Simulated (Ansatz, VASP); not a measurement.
# Ge (Germanium): VASP beside Ansatz

Wanted: the spread between two codes on one cell, functional and k mesh.

Program: Ansatz 0.2.0. Level of theory: plane waves, with VASP 6.6.1 beside it; zone-centre phonons at LDA and zone-centre phonons at PBE. Results are calculated unless marked as measured.

### 1. Starting point

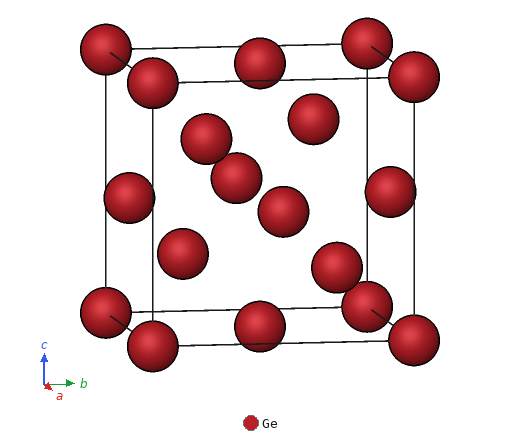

Start, viewed slightly off an axis; germanium red. This picture shows the conventional cell, with its axes. Some periodic images of atoms are drawn too.

### 2. Ansatz: zone-centre phonons, LDA

Ansatz runs on its default PAW (the set named soft_2) files.

Second derivatives magnify differences that forces hide, and they need a tight electronic threshold.

input.yaml

```yaml
crystal:
  lattice:
    - [0.0, 2.82891, 2.82891]
    - [2.82891, 0.0, 2.82891]
    - [2.82891, 2.82891, 0.0]
  atoms:
    - { symbol: Ge, position: [0.75, 0.75, 0.75] }
    - { symbol: Ge, position: [0.5, 0.5, 0.5] }
hamiltonian:
  xc: lda
  pseudopotentials: { kind: paw }
kpoints:
  mp_grid: { grid: [12, 12, 12] }
scf:
  occupations: { method: methfessel_paxton, width: 0.15 }
phonons:
  method: dfpt
  qpoints: [[0, 0, 0]]
```

Run with:

```bash
$ ansatz run input.yaml --threads 4 --pin off --max-ram 9216MiB --backend cpu --events-out ev --progress --plain --runs-dir out
```

Numbers of over 12 decimals in the logs are rounded to 6 here.

What it wrote:

```text
zone centre: on kpoints.mp_grid the ground state, and the responses unless they are solved on pairs of k-points, stand on 163 of the mesh's 1728 k-points, reduced under 8 symmetry operations, with k and −k counted as one. Each operation leaves every solved displacement unchanged or reverses it
Engine: ansatz 0.2.0, x86_64-unknown-linux-gnu
Pseudopotentials: kind: paw
Pseudopotential: Ge, paw, valence charge 14, recommended cutoff 420 eV (normal), Ge.paw.azcp
Functional definition: SPW92
  exchange = slater_x
  correlation = pw_c
Crystal: 2 atoms, lattice volume = 45.278 Å³
Basis set: ecut = 420 eV, 893 PW (Γ), exchange–correlation on 64×64×64 points (8 copies of the dense FFT grid, shifted against one another)
Bands: 18, of which v1, the nominal top of the filled ones, is band 14 counted from 1 (13 counted from 0)
Symmetry: 48 space group operations
k-points: 163 of 1728 (irreducible under 8 space group operations, time reversal used)
Non-local potential: Ge, projectors of the file, l = 0: 2, l = 1: 2, l = 2: 3, l = 3: 1
PAW form: soft (Blöchl's): semilocal exchange-correlation on the pseudo side does not see the compensation charge
PAW frozen core: Ge, regenerated for the run's functional, and the local potential with it (the file was generated under x = pbe(κ = 0.804, μ = 0.219515), c = pbe(β = 0.066725))
PAW one-centre angular grid: Ge, 590 points (default); XC on 64 Gauss nodes
Initial density: superposition of atomic densities (neutral atoms: chi_scale 0, normalization atom), corrected by the library's trained network
Initial wavefunctions: pseudopotential atomic-orbital guess
Functional: x = slater, c = lda
SCF iter   1: F=—  HF=-8431.437551 eV  |F-HF|=—  |Δ(HF+E_count)|=         —  Δρ=4.96e-3  dr2=4.49e-3  ethr=1.77e-3  ⟨swp⟩=5.3  Hψ=13489  notcnv=0
preconditioner: auto → none  [insulator: Δε(μ)=0.164 eV  Ē_g=23.461 eV  σ=0.150 eV  W_gap=0.67  n_scr=14 (ndim 8)  ℏωp=29.2 eV  f_vac=0.079  D(μ)=0.08/eV (n_scr^D=0)  ε∞_Penn≈2.5]
SCF iter   2: F=—  HF=-8431.435667 eV  |F-HF|=—  |Δ(HF+E_count)|=   1.88e-3  S|Δr|=    0.00e0  Δρ=2.57e-3  dr2=1.09e-3  ethr=1.60e-5  ⟨swp⟩=1.2  Hψ=4286  notcnv=0
SCF iter   3: F=—  HF=-8431.435607 eV  |F-HF|=—  |Δ(HF+E_count)|=   5.93e-5  S|Δr|=    0.00e0  Δρ=5.59e-4  dr2=6.74e-5  ethr=3.89e-6  ⟨swp⟩=2.0  Hψ=4564  notcnv=0
SCF iter   4: F=—  HF=-8431.435513 eV  |F-HF|=—  |Δ(HF+E_count)|=   9.39e-5  S|Δr|=    0.00e0  Δρ=1.65e-4  dr2=6.50e-6  ethr=2.41e-7  ⟨swp⟩=2.0  Hψ=4948  notcnv=0
SCF iter   5: F=—  HF=-8431.435505 eV  |F-HF|=—  |Δ(HF+E_count)|=   8.04e-6  S|Δr|=    0.00e0  Δρ=1.78e-5  dr2=5.64e-8  ethr=2.32e-8  ⟨swp⟩=2.0  Hψ=5218  notcnv=0
SCF iter   6: F=—  HF=-8431.435505 eV  |F-HF|=—  |Δ(HF+E_count)|=   4.09e-7  S|Δr|=    0.00e0  Δρ=3.72e-6  dr2=2.73e-9  ethr=2.01e-10  ⟨swp⟩=2.0  Hψ=4957  notcnv=0
SCF iter   7: F=—  HF=-8431.435505 eV  |F-HF|=—  |Δ(HF+E_count)|=   2.66e-9  S|Δr|=    0.00e0  Δρ=3.71e-7  dr2=2.29e-11  ethr=9.74e-12  ⟨swp⟩=2.0  Hψ=5217  notcnv=0
SCF iter   8: F=-8431.435505 eV  HF=-8431.435505 eV  |F-HF|=1.09e-11  |Δ(HF+E_count)|=  1.27e-11  S|Δr|=    0.00e0  Δρ=1.25e-7  dr2=2.83e-12  ethr=1.00e-12  ⟨swp⟩=5.0  Hψ=10895  notcnv=0
SCF 1 converged in 8 iterations: F = -8431.435505 eV  dr2 = 2.83e-12
  greatest PAW one-centre occupation: 0.998 electrons in one spin orbital (limit 2), on the Ge atom at site 1 (counted from 0), in its partial waves of l = 2
DFPT response loops at Γ: preconditioner auto → Kerker (q_TF=auto, 2.518 Å⁻¹) (partly filled bands, converged f_vac=0.057); β = 1.00, the filter's whole step (`scf.mixing.beta` (0.50) is not read by the response loops under this deck's `scf.mixing.preconditioner`; to damp them name `kerker` or `kerker_dos`, under which they read `scf.mixing.beta`, and type it under 1.00, their step now; both keys bind the ground state too); Broyden in place of MSR1
SCF converged after 8 iterations
Stability not checked: this state was not tested for a lower state beside it, because cold or Methfessel-Paxton smearing, or corrected tetrahedra, fill the levels in a way that the test cannot read (fill_not_monotonic; see scf.lower_state_search)
Free energy (F): -8431.435505 eV
Harris-Foulkes:  -8431.435505 eV  (|F-HF|=1.09e-11)
Internal energy: -8431.435688 eV  (E = F + TS)
E sigma→0 (E₀):  -8431.435551 eV
Entropy (-TS):   0.000184 eV (0.092 meV/atom)
Fermi energy:    8.233180 eV
Step filling:    the computed levels leave a gap of 0.0000 eV = 0.0 smearing widths at the electron count; against every level under it full and every level over it empty, smearing changes F+E_penalty+E_count by +0.094 meV and its σ→0 estimate by +0.048 meV
--- Per-component energies (eV) ---
  E_band       = -309.886089
  E_kinetic    = 224.029825
  E_local      = -4951.600396  (includes V_loc(G=0)·N_el)
  E_nonlocal   = 843.124326
  E_hartree    = 2169.476667
  E_xc         = -150.592184
  E_vxc        = -130.493327  (∫ρ·V_xc dr)
  E_paw        = -3882.556538  (= ΣΔE_a)
  E_vpaw       = -633.900657  (= ΣTr[D̂ρ^β])
  E_aug_tail   = 0.000667  (compensation charges beyond the density's cutoff)
  E_ewald      = -2687.134708
  E_core_change = 3.816652  (= ΣΔE_core)
  E_smearing   = 0.000184  (= −TS)
  E_closure    = 0.000000  (closes the sum)
  Σ components = -8431.435505   (vs F -8431.435505, Δ=0.00e0)
--- Band table (eV; the first three rows and the last of 163) ---
  k-point 0: bands = [... 10 lower, -4.5577, 8.0698, 8.2599, 8.2599, 8.2599, 10.7874, 10.7874, 10.7874]
  k-point 1: bands = [... 10 lower, -4.4729, 6.6375, 8.0929, 8.0929, 9.1003, 11.0097, 11.0097, 11.1562]
  k-point 2: bands = [... 10 lower, -4.2218, 5.0222, 7.7381, 7.7381, 9.0917, 11.4765, 11.4765, 12.3184]
  k-point 162: bands = [... 10 lower, -0.5842, -0.5842, 4.3442, 4.3442, 12.4980, 12.4980, 12.9083, 12.9083]
--- Phonons (Γ-DFPT): 1 representative perturbation + reference, on 163 of 1728 k-points (Σ response iterations 3) ---
  k mesh reduced under 8 symmetry operations, with k and −k counted as one. Each operation leaves every solved displacement unchanged or reverses it
  ASR residual: 3.373e-5 → 0.000e0 eV/Å²; symmetrization residual: 1.336e-12 eV/Å²
  ASR residual per site (eV/Å²): 3.37e-5 3.37e-5
  Γ frequencies (cm⁻¹): 0.00 0.00 0.00 280.42 280.42 280.42
  non-analytic LO–TO correction: not included (Born effective charges unavailable; polar crystals: no LO–TO splitting at Γ)
--- Phonons (arbitrary-q DFPT): 1 explicit q-point ---
  q = [0, 0, 0] (of the zone-centre solve; hermiticity 6.75e-14, symmetrization 1.27e-13): 0.00 0.00 0.00 280.42 280.42 280.42
  sum rule: each row above includes the acoustic sum rule's correction from the zone centre's row sums; it moved no ω² by more than (0.36 cm⁻¹)²
```

Run time: 3.7 s. Hardware: 4 threads of AMD EPYC 9R45 (Zen 5), shared host; peak memory 0.75 GiB; 11 s of CPU time.

### 3. VASP: zone-centre phonons, LDA

The same cell, functional (in two slightly different forms), mesh and smearing now go to VASP, with its own data sets and cutoff.

Lines of VASP's logs that name or quote its potential files are left out, and so is its time.

INCAR

```
SYSTEM = Ge
PREC = Accurate
ENCUT = 450
EDIFF = 1E-08
NELM = 100
ISMEAR = 1
SIGMA = 0.15
LREAL = .FALSE.
ALGO = Normal
GGA = CA
NBANDS = 20
LORBIT = 11
LWAVE = .FALSE.
LCHARG = .FALSE.
KPAR = 2
IBRION = 8
ISIF = 2
```

POSCAR

```
Ge
1.0
    0.0000000000      2.8289100000      2.8289100000
    2.8289100000      0.0000000000      2.8289100000
    2.8289100000      2.8289100000      0.0000000000
Ge
2
Direct
    0.7500000000      0.7500000000      0.7500000000
    0.5000000000      0.5000000000      0.5000000000
```

KPOINTS

```
Automatic mesh
0
Gamma
12 12 12
0 0 0
```

Potentials, in the order of the species: Ge_d (LDA family, release 64).

Run with:

```bash
$ mpirun -np 2 vasp_std
```

What it wrote:

```text
[banner, memory and clock lines left out]
running    2 mpi-ranks, on    1 nodes
 distrk:  each k-point on    1 cores,    2 groups
 distr:  one band on    1 cores,    1 groups

 POSCAR found type information on POSCAR Ge
 POSCAR found :  1 types and       2 ions
 LDA part: xc-table for (Slater(with rela. corr.)+CA(PZ))
 , standard interpolation
 POSCAR, INCAR and KPOINTS ok, starting setup
 FFT: planning ... GRIDC
 FFT: planning ... GRID_SOFT
 FFT: planning ... GRID
 WAVECAR not read
 entering main loop
       N       E                     dE             d eps       ncg     rms          rms(c)
DAV:   1     0.176720636306E+03    0.17672E+03   -0.13921E+04  3076   0.349E+03
DAV:   2     0.139458639228E+02   -0.16277E+03   -0.15821E+03  2880   0.549E+02
DAV:   3    -0.983469454966E+01   -0.23781E+02   -0.23609E+02  3280   0.140E+02
DAV:   4    -0.105497518995E+02   -0.71506E+00   -0.71464E+00  3172   0.284E+01
DAV:   5    -0.105611675457E+02   -0.11416E-01   -0.11415E-01  3248   0.391E+00    0.328E+00
DAV:   6    -0.104451457367E+02    0.11602E+00   -0.37087E-02  3124   0.171E+00    0.188E+00
DAV:   7    -0.103866946405E+02    0.58451E-01   -0.75503E-02  2976   0.207E+00    0.139E-01
DAV:   8    -0.103873592281E+02   -0.66459E-03   -0.54416E-03  3252   0.851E-01    0.489E-02
DAV:   9    -0.103874059151E+02   -0.46687E-04   -0.84932E-05  3188   0.933E-02    0.131E-02
DAV:  10    -0.103874025239E+02    0.33912E-05   -0.88684E-06  3876   0.425E-02    0.414E-03
DAV:  11    -0.103874025293E+02   -0.53669E-08   -0.87993E-07  3068   0.831E-03    0.166E-03
DAV:  12    -0.103874025225E+02    0.67303E-08   -0.79453E-08  3916   0.371E-03
   1 F= -.10387403E+02 E0= -.10387481E+02  d E =0.236400E-03
 Linear response reoptimize wavefunctions to high precision
DAV:   1    -0.103874025218E+02    0.72305E-09   -0.36825E-09  2616   0.506E-04
DAV:   2    -0.103874025218E+02    0.20009E-10   -0.16355E-10  1828   0.148E-04
 Linear response DOF=           1
 Linear response progress:
  Degree of freedom:   1/  1
       N       E                     dE             d eps       ncg     rms          rms(c)
RMM:   1    -0.188191165135E+00   -0.18819E+00    0.83743E+00 13682   0.442E+01
RMM:   2    -0.195662005990E+00   -0.74708E-02   -0.13340E-02 18173   0.108E+00    0.743E-02
RMM:   3    -0.195714552117E+00   -0.52546E-04   -0.92319E-04 19156   0.315E-01    0.426E-02
RMM:   4    -0.195661768714E+00    0.52783E-04   -0.51306E-05 20342   0.793E-02    0.459E-03
RMM:   5    -0.195668688690E+00   -0.69200E-05   -0.99705E-06 19717   0.186E-02    0.227E-03
RMM:   6    -0.195677868295E+00   -0.91796E-05   -0.26698E-07 19862   0.495E-03    0.310E-04
RMM:   7    -0.195677146177E+00    0.72212E-06   -0.26060E-07 20562   0.163E-03    0.192E-04
RMM:   8    -0.195676570603E+00    0.57557E-06    0.18834E-08 20766   0.577E-04    0.369E-05
RMM:   9    -0.195676487874E+00    0.82729E-07   -0.98108E-08 20882   0.250E-04    0.158E-05
RMM:  10    -0.195676582908E+00   -0.95033E-07    0.28513E-08 20985   0.114E-04    0.543E-06
RMM:  11    -0.195676593938E+00   -0.11030E-07    0.14613E-08 21319   0.612E-05    0.243E-06
RMM:  12    -0.195676515219E+00    0.78719E-07    0.13361E-08 21141   0.376E-05    0.153E-06
RMM:  13    -0.195676587951E+00   -0.72732E-07    0.19190E-08 20462   0.277E-05    0.129E-07
RMM:  14    -0.195676607539E+00   -0.19589E-07   -0.93094E-09 16678   0.221E-05    0.127E-07
RMM:  15    -0.195676570548E+00    0.36991E-07   -0.79574E-09 14688   0.196E-05    0.140E-07
RMM:  16    -0.195676596251E+00   -0.25702E-07   -0.60232E-09 14219   0.182E-05    0.118E-07
 first order change of Fermi-energy   0.90546E-04
 force on displaced ion       1 direction 1 : -10.594   0.000   0.000
 Linear response finished
```

From OUTCAR (step 3):

```text
ion  position               nearest neighbor table
   1  0.750  0.750  0.750-   2 2.45   2 2.45   2 2.45   2 2.45
   2  0.500  0.500  0.500-   1 2.45   1 2.45   1 2.45   1 2.45

  LATTYP: Found a face centered cubic cell.
 ALAT       =     5.6578200000

 Subroutine GETGRP returns: Found 48 space group operations
 (whereof 24 operations were pure point group operations)

The static configuration has the point symmetry T_d .
 The point group associated with its full space group is O_h .

 Found     72 irreducible k-points:

   k-points           NKPTS =     72   k-points in BZ     NKDIM =     72   number of bands    NBANDS=     20

   dimension x,y,z NGX =    28 NGY =   28 NGZ =   28
   dimension x,y,z NGXF=    56 NGYF=   56 NGZF=   56

   ENCUT  =  450.0 eV  33.07 Ry    5.75 a.u.   6.92  6.92  6.92*2*pi/ulx,y,z

   NELECT =      28.0000    total number of electrons

 k-points in reciprocal lattice and weights: Automatic mesh
   0.00000000  0.00000000  0.00000000       0.001
   0.08333333  0.00000000  0.00000000       0.005
   0.16666667  0.00000000  0.00000000       0.005
   0.25000000  0.00000000  0.00000000       0.005
   0.33333333  0.00000000  0.00000000       0.005
   0.41666667  0.00000000  0.00000000       0.005
   0.50000000  0.00000000  0.00000000       0.002
   0.08333333  0.08333333  0.00000000       0.003
   0.16666667  0.08333333  0.00000000       0.014
[...]
-0.33333333  0.50000000  0.16666667       0.007
  -0.25000000  0.50000000  0.25000000       0.003

 average (electrostatic) potential at core
       1 -75.4078       2 -75.4078

  Total       -0.4213582     -0.4213582     -0.4213582      0.0000000     -0.0000000     -0.0000000
  in kB      -14.9098956    -14.9098956    -14.9098956      0.0000000     -0.0000000     -0.0000000
  external PRESSURE =     -14.9098956 kB  Pullay stress =       0.0000000 kB

  energy-cutoff  :      450.00
  volume of cell :       45.28
      direct lattice vectors                 reciprocal lattice vectors
     0.000000000  2.828910000  2.828910000    -0.176746521  0.176746521  0.176746521
     2.828910000  0.000000000  2.828910000     0.176746521 -0.176746521  0.176746521
     2.828910000  2.828910000  0.000000000     0.176746521  0.176746521 -0.176746521

 POSITION                                       TOTAL-FORCE (eV/Angst)
 -----------------------------------------------------------------------------------
      4.24336      4.24336      4.24336        -0.000000     -0.000000     -0.000000
      2.82891      2.82891      2.82891         0.000000      0.000000      0.000000
 -----------------------------------------------------------------------------------
    total drift:                                0.000000      0.000000      0.000000

 Eigenvectors and eigenvalues of the dynamical matrix
 ----------------------------------------------------

   1 f  =    8.444932 THz    53.061071 2PiTHz  281.692603 cm-1    34.925416 meV
             X         Y         Z           dx          dy          dz
      4.243365  4.243365  4.243365     0.000000   -0.707107    0.000000
      2.828910  2.828910  2.828910     0.000000    0.707107    0.000000

   2 f  =    8.444932 THz    53.061071 2PiTHz  281.692603 cm-1    34.925416 meV
             X         Y         Z           dx          dy          dz
      4.243365  4.243365  4.243365    -0.707107    0.000000    0.000000
      2.828910  2.828910  2.828910     0.707107    0.000000    0.000000

   3 f  =    8.444932 THz    53.061071 2PiTHz  281.692603 cm-1    34.925416 meV
             X         Y         Z           dx          dy          dz
      4.243365  4.243365  4.243365     0.000000    0.000000   -0.707107
      2.828910  2.828910  2.828910     0.000000    0.000000    0.707107

   4 f  =    0.000000 THz     0.000000 2PiTHz    0.000000 cm-1     0.000000 meV
             X         Y         Z           dx          dy          dz
      4.243365  4.243365  4.243365     0.707107    0.000000    0.000000
      2.828910  2.828910  2.828910     0.707107    0.000000    0.000000

   5 f  =    0.000000 THz     0.000000 2PiTHz    0.000000 cm-1     0.000000 meV
             X         Y         Z           dx          dy          dz
      4.243365  4.243365  4.243365     0.000000    0.707107    0.000000
      2.828910  2.828910  2.828910     0.000000    0.707107    0.000000

   6 f  =    0.000000 THz     0.000000 2PiTHz    0.000000 cm-1     0.000000 meV
             X         Y         Z           dx          dy          dz
      4.243365  4.243365  4.243365     0.000000    0.000000    0.707107
      2.828910  2.828910  2.828910     0.000000    0.000000    0.707107

 ELASTIC MODULI CONTR FROM IONIC RELAXATION (kBar)
 Direction    XX          YY          ZZ          XY          YZ          ZX
 --------------------------------------------------------------------------------
 XX          -0.0000     -0.0000     -0.0000     -0.0000      0.0000     -0.0000
 YY          -0.0000     -0.0000     -0.0000     -0.0000     -0.0000      0.0000
 ZZ          -0.0000     -0.0000     -0.0000      0.0000     -0.0000     -0.0000
 XY          -0.0000     -0.0000      0.0000   -199.5994      0.0000      0.0000
 YZ           0.0000     -0.0000     -0.0000      0.0000   -199.5994      0.0000
 ZX          -0.0000      0.0000     -0.0000      0.0000      0.0000   -199.5994
 --------------------------------------------------------------------------------
```

(Continued in part 2 of 2.)

[Lines on the potential files, build, host, timing and source positions are cut from VASP's logs without a mark.]

[Logs are printed without paths, hosts, clocks, repeated set-up lines and the standing remarks that a program may print on its own settings, such as how far it seeks lower states.]

[Hosts, paths, dates, database ids (printed as entryN), source tags and the programs' standing remarks are cut or masked in the printed files.]
